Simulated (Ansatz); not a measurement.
**ClGaH₄OSSi (SMILES S[SiH](Cl)[O][GaH2]): density, localisation and related maps**

Input file:

```
crystal:
  periodic: [false, false, false]
  atoms:
    - {symbol: S, position_ang: [-1.031255, 1.992626, 0.695423]}
    - {symbol: Si, position_ang: [0.678123, 0.720170, 0.652065]}
    - {symbol: Cl, position_ang: [1.884814, 1.569286, -0.780537]}
    - {symbol: O, position_ang: [0.310065, -0.801521, 0.280911]}
    - {symbol: Ga, position_ang: [-0.386614, -1.630462, -1.161261]}
    - {symbol: H, position_ang: [-1.599935, 1.305264, 1.702705]}
    - {symbol: H, position_ang: [1.404962, 0.739234, 1.935405]}
    - {symbol: H, position_ang: [-0.532984, -0.774877, -2.451481]}
    - {symbol: H, position_ang: [-0.727176, -3.119700, -0.873241]}
basis:
  gaussian: {orbitals: def2-TZVPP}
hamiltonian: {xc: pbe0, dispersion: d4}
output: {orbitals: {seedname: orbitals}}
```

Command:

```sh
ansatz run in.yaml --threads 4 --pin off --events-out ev --progress --plain --max-ram 10444MiB
```

Geometry: PBE0-D4/def2-TZVP.

The calculation used Ansatz, RKS PBE0-D4/def2-TZVPP.

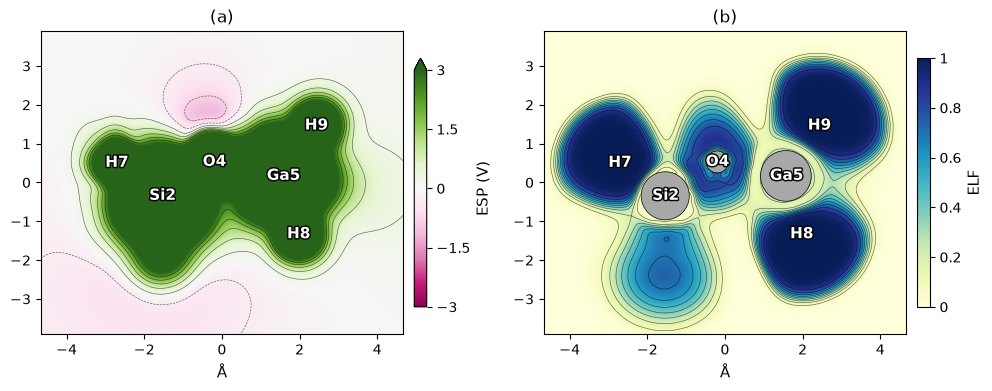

Figure 1. (a) molecular electrostatic potential; (b) ELF on the plane of atoms O4, Ga5 and H8. Grey discs cover the atomic cores in the ELF map.

Q: What do the fields say about this system?

A:
- The section cuts through Si, O, Ga and H sites.
- Si–O (1.61 Å): the ELF peaks at about 0.85 between the atoms, as expected for a short, strongly polar bond.
- Ga–O (1.80 Å): the ELF peaks at about 0.85 in the valence shell of O, 0.6 Å from its nucleus, and is about 0.20 at the midpoint.
- Si–H (1.47 Å): the ELF climbs to about 1 towards the hydrogen, as it does in any bond to H.
- Ga–H (1.55 Å): the ELF climbs to about 1 towards the hydrogen.
- The ELF also peaks beside O4, away from the bonds: lone-pair regions.
- Outside the dense part of the molecule the potential is most negative (−1.1 V) near O4.

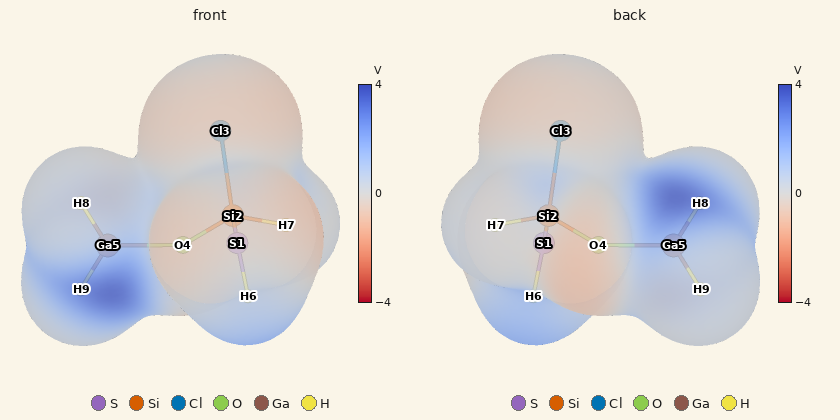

Figure 2. The molecular electrostatic potential painted on the density surface at 0.002 e/bohr³, seen from the front and from behind; red is negative and blue positive.

Q: Where is the surface potential most negative and most positive?

A: The most negative region (about −0.8 V, or −18 kcal/mol for a unit charge) lies over O4, the most positive (about +3.4 V, or +78 kcal/mol for a unit charge) over Ga5.

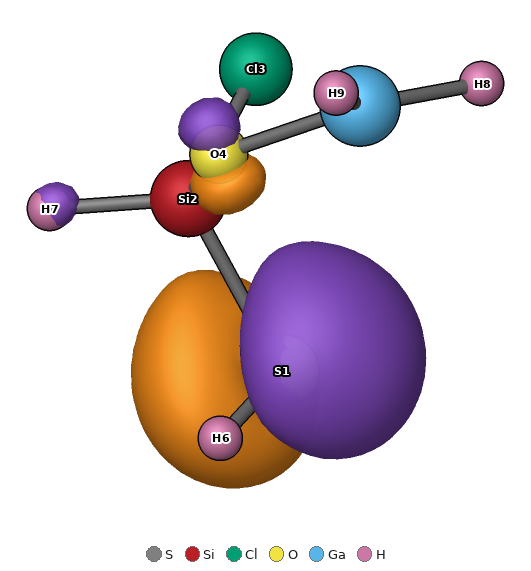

Figure 3. The HOMO at ±0.15 Å⁻³ᐟ² (orange and purple are the two phases), seen at an oblique angle.

Q: Describe this orbital and give its energy.

A: By Hirshfeld shares it lies mainly on S1 (about 80 %); largely a lone pair of S1. Its energy is −7.69 eV.

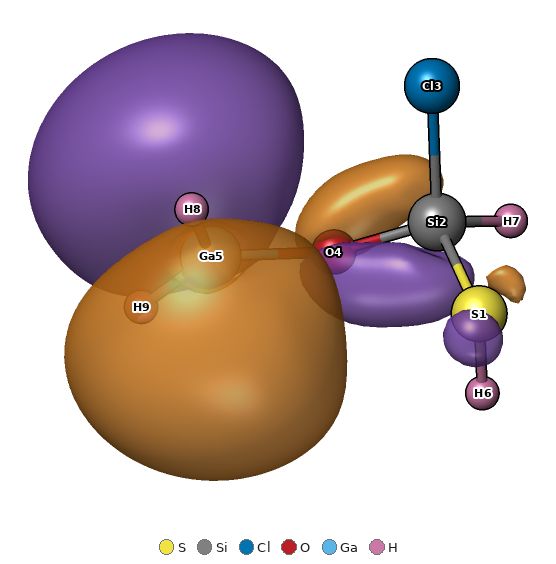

Figure 4. The LUMO at ±0.05 Å⁻³ᐟ² (orange and purple are the two phases), seen across its widest extent.

Q: Describe this orbital and give its energy.

A: Its weight (Hirshfeld) is mainly on Ga5 (about 80 %). Its energy is −1.67 eV.
